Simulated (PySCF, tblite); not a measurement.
**C₅H₇ClF radical: geometry, infrared bands and EPR parameters**

What infrared bands and EPR parameters should C₅H₇ClF radical (`C[C](F)/C(C)=C\Cl`) show?

Computed with tblite 0.8.0 and PySCF 2.14.0, with density-fitted response routines of our own, on a single molecule in the gas phase. Atoms are numbered from 0 throughout.

**1. The molecule as given**

14 atoms, charge 0, multiplicity 2; geometry from: force field or distance geometry start.

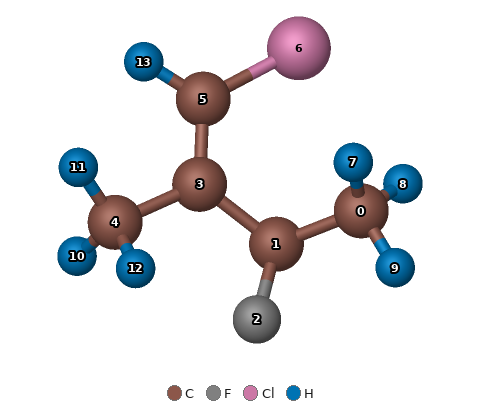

The starting geometry (carbon brown, fluorine grey, chlorine pink, hydrogen blue), atoms numbered.

**2. Geometry optimisation with GFN2-xTB**

The job: settings as JSON, then the geometry in Å.

```
{"job": {"kind": "relax", "xc": "GFN2-xTB", "basis": "xTB"}, "charge": 0, "multiplicity": 2}
C      1.936400    -0.023200    -0.006800
C      0.690200    -0.308400    -0.814000
F      0.594000    -1.702900    -0.807000
C     -0.574200     0.170900    -0.175000
C     -1.735500    -0.793200    -0.042600
C     -0.708700     1.402800     0.296500
Cl     0.590400     2.595300     0.207600
H      1.770300     0.138900     1.072500
H      2.459600     0.847700    -0.457200
H      2.592600    -0.931800    -0.043400
H     -2.291200    -0.872500    -1.014200
H     -2.372100    -0.413800     0.766600
H     -1.285600    -1.755700     0.252700
H     -1.667000     1.645300     0.742300
```

Run with:

```
OMP_NUM_THREADS=1 python probes_run.py task.json out
```

This one command runs all jobs of the session in turn.

**Question.** This job is followed by: GFN2-xTB harmonic vibrations, gas phase; UKS B3LYP, pcH-1 on C Cl F H, non-relativistic, mean-field spin-orbit, GIAO. What will the session give for the following? strongest single infrared mode (GFN2-xTB); zero-point energy (GFN2-xTB); g(iso) (B3LYP); ⟨S²⟩; largest a(iso) (averaged by class); potential on the surface of density 0.002 e/bohr³, 1st and 99th percentile.

As calculated:

| quantity | value |
| --- | --- |
| strongest single infrared mode (GFN2-xTB) | 1220 cm⁻¹, 180 km/mol |
| zero-point energy (GFN2-xTB) | 65.3 kcal/mol |
| g(iso) (B3LYP) | 2.00539 |
| ⟨S²⟩ | 0.775 (exact 0.75) |
| largest a(iso) (averaged by class) | 19F on F2, 94.3 MHz |
| potential on the surface of density 0.002 e/bohr³, 1st and 99th percentile | -0.69 V and 1.08 V |

In words: Over 115 steps the energy fell by 1.200 eV; of the close pairs, C1–C3 changed most, 1.496 to 1.381 Å. No mode is imaginary among the 36: a minimum at this level. The strongest single mode, at 1220 cm⁻¹, is spread over many atoms; the largest shares are those of C1, H13. Unscaled tight-binding wavenumbers are off by several per cent, some by more. Its intensities can rank the bands wrongly. The largest spin populations lie on C5 (0.59 e), C1 (0.58 e). The isotropic g lies 3.1 ppt above the free-electron value. These values are for one conformer; the search (at its own cheap level) found 2 more, at 0.00, 1.25 kcal/mol (those within 0.05 may be mirror or relabelled copies), and measured spectra average over such forms.
